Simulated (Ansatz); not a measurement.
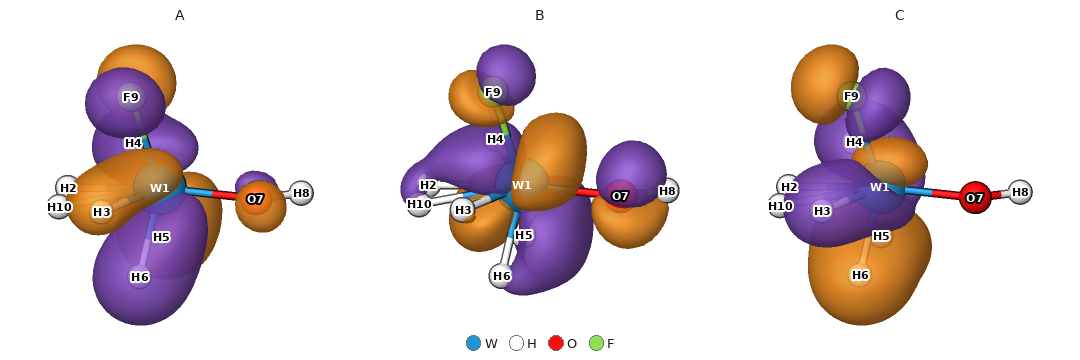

*FH$_{7}$OW. Three frontier orbitals at ±0.1 Å⁻³ᐟ² (orange and purple are the two phases), in no order.*

Core potentials replace the inner electrons of W.

All numbers below come from RKS PBE/def2-SVP in Ansatz 0.2.0.

Input

```
crystal:
  periodic: [false, false, false]
  atoms:
    - { symbol: W, position_ang: [0.307033, 0.25478, -0.349238] }
    - { symbol: H, position_ang: [0.305924, 0.253361, 2.567265] }
    - { symbol: H, position_ang: [1.417549, -0.741088, 0.438218] }
    - { symbol: H, position_ang: [-0.686915, 1.375935, 0.445583] }
    - { symbol: H, position_ang: [-1.364897, -0.109118, -0.290296] }
    - { symbol: H, position_ang: [-0.242648, -1.305647, 0.094288] }
    - { symbol: O, position_ang: [0.553182, 0.223292, -2.186459] }
    - { symbol: H, position_ang: [0.181119, 0.866576, -2.820345] }
    - { symbol: F, position_ang: [1.503747, 1.539937, 0.364666] }
    - { symbol: H, position_ang: [0.711708, 0.682472, 2.146118] }
basis:
  gaussian: { orbitals: def2-SVP }
hamiltonian:
  xc: pbe
relax:
  f_tol: 0.03
  max_steps: 50
output:
  orbitals: {}
```

Launched as:

```sh
ansatz run input.yaml --threads 2 --pin off --max-ram 3072MiB --backend cpu --events-out ev --progress --plain --runs-dir out
```

The fields are those of the run's last geometry, not of the input's.

Which picture is the HOMO−1, the HOMO and the LUMO?

C is the HOMO−1 (−7.48 eV). Its weight (Hirshfeld) is mainly on W1 (about 30 %), F9 (about 25 %), H6 (about 15 %), H5 (about 15 %), H3 (about 5 %) and H4 (about 5 %). A is the HOMO (−6.27 eV). By Hirshfeld shares it lies mainly on W1 (about 35 %), F9 (about 25 %), H6 (about 10 %) and H5 (about 10 %). B is the LUMO (−2.91 eV). It lies mainly on W1 (about 65 %), O7 (about 15 %) and F9 (about 10 %).

What is the HOMO–LUMO gap?

3.36 eV between the orbital energies.
